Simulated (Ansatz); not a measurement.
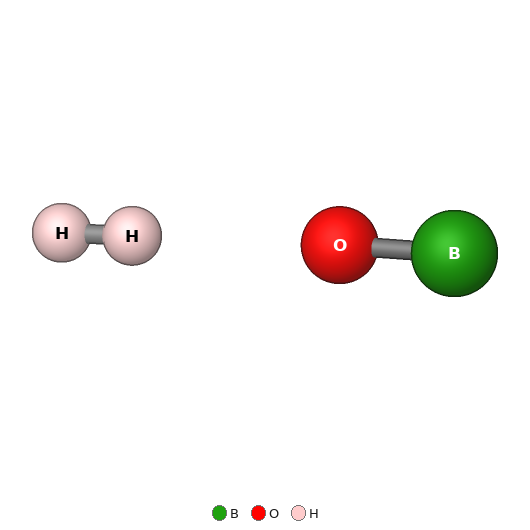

The species has charge −1 and is a spin singlet. Computed geometry: PBE0-D4/def2-TZVPD optimisation. No frequency run is at hand to confirm it as a minimum. Method: RKS PBE0-D4/def2-TZVPPD (Ansatz 0.2.0).

Give the HOMO energy (Kohn–Sham orbital) at this level.

−0.45 eV.
